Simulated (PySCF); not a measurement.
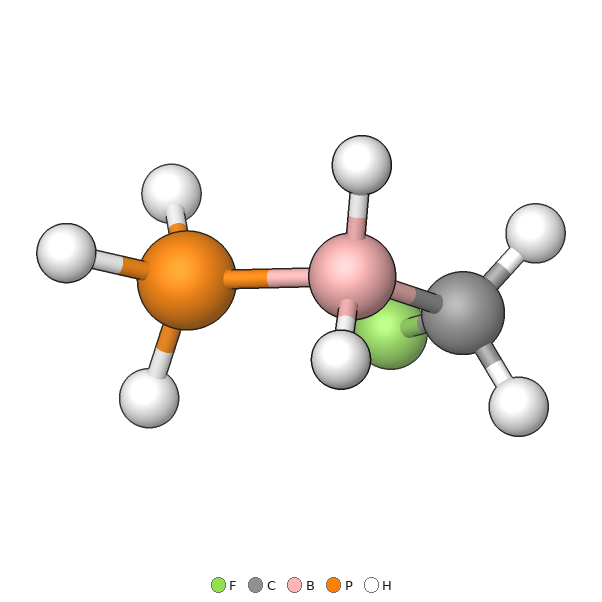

Rendered structure (ball-and-stick style).

The geometry was computed by an optimisation with GFN2-xTB. No frequency run is at hand to confirm it as a minimum.

Which formula does it have?

CH₇BFP, 11 atoms: 1 carbon, 7 hydrogen, 1 boron, 1 fluorine and 1 phosphorus.

How many bonds of each kind are drawn?

3 P–H, 2 C–H, 2 B–H, 1 C–F, 1 C–B, 1 B–P.

Write the SMILES.

FC[BH2-][PH3+]

The parts below concern this one geometry. Atoms keep their numbers from picture to picture.

### Geometry

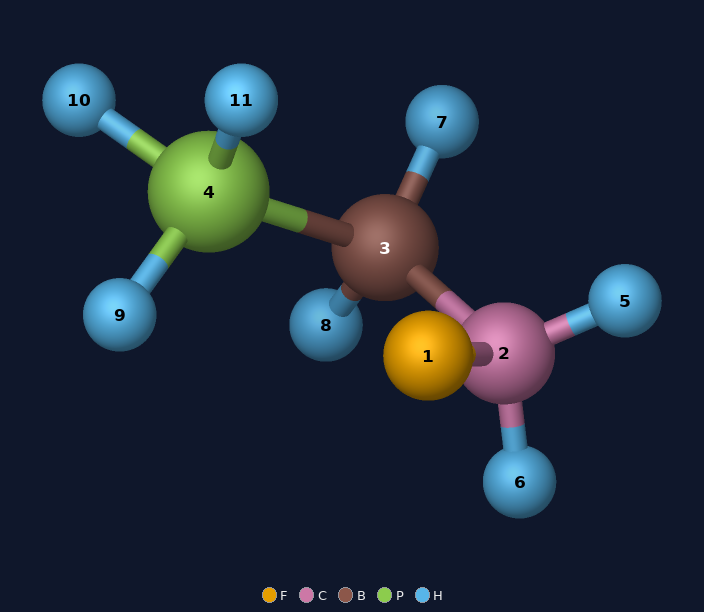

Numbered structure. No frequency run is at hand to confirm it as a minimum.

Estimate the angles F1–C2–B3, F1–C2–H5, F1–C2–H6, B3–C2–H5, B3–C2–H6, C2–B3–P4, C2–B3–H7, P4–B3–H7, B3–P4–H9, B3–P4–H10, B3–P4–H11.

| angle | degrees |
| --- | --- |
| F1–C2–B3 | 107.4 |
| F1–C2–H5 | 105.1 |
| F1–C2–H6 | 105.0 |
| B3–C2–H5 | 115.1 |
| B3–C2–H6 | 115.1 |
| C2–B3–P4 | 100.8 |
| C2–B3–H7 | 114.6 |
| P4–B3–H7 | 106.4 |
| B3–P4–H9 | 119.3 |
| B3–P4–H10 | 118.8 |
| B3–P4–H11 | 119.3 |

### Electronic properties

No frequency run is at hand to confirm it as a minimum. Properties computed with PBE0/def2-SVPD, gas phase (PySCF 2.14.0). Excitations: vertical, linear response.

Give the lowest vertical singlet excitation at this level.

7.20 eV.

What is the HOMO energy (Kohn–Sham orbital)?

−8.23 eV.

What is the dipole moment?

2.63 D.

Give the LUMO energy (Kohn–Sham orbital) at this level.

0.16 eV.

### Charges

The questions are on Hirshfeld charges. No frequency run is at hand to confirm it as a minimum. Method: PBE0/pcSseg-1, gas phase (PySCF 2.14.0).

Which atom carries the highest charge (most positive or least negative)?

P4 (0.30 e).

And the lowest?

F1 (−0.12 e).

List the Hirshfeld charges.

```csv
atom,value (e)
F1,−0.12
C2,−0.05
B3,−0.10
P4,0.30
H5,0.03
H6,0.03
H7,−0.08
H8,−0.08
H9,0.02
H10,0.02
H11,0.02
```

### NMR shielding

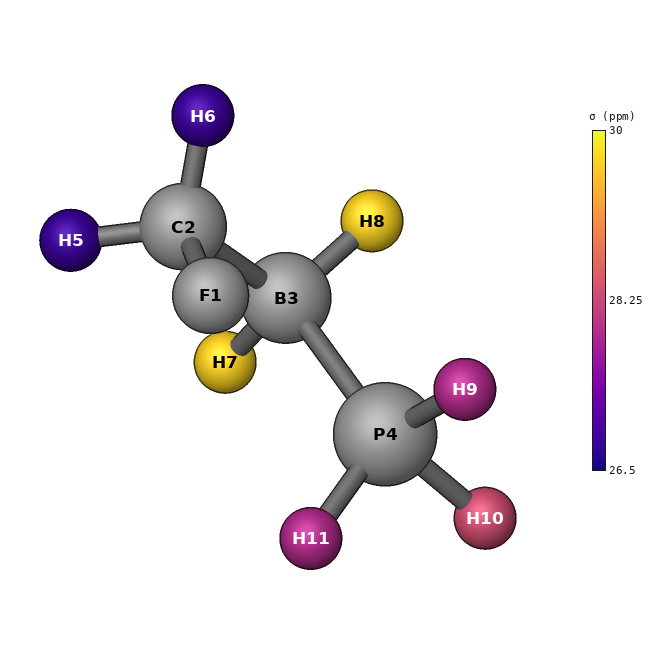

Atoms are coloured by their isotropic NMR shieldings (H only, the others grey). No frequency run is at hand to confirm it as a minimum. Level of theory: GIAO PBE0/pcSseg-1 NMR shielding, non-relativistic, gas phase (PySCF 2.14.0).

Give the isotropic NMR shieldings of the H atoms atom by atom.

| atom | σ (ppm) |
| --- | --- |
| H5 | 26.81 |
| H6 | 26.82 |
| H7 | 29.68 |
| H8 | 29.69 |
| H9 | 27.95 |
| H10 | 28.35 |
| H11 | 27.95 |

The geometry is semi-empirical. Around B, P such bond lengths and angles can be off by a tenth of an ångström or more and by several degrees, and values that hang on the shape move with them.
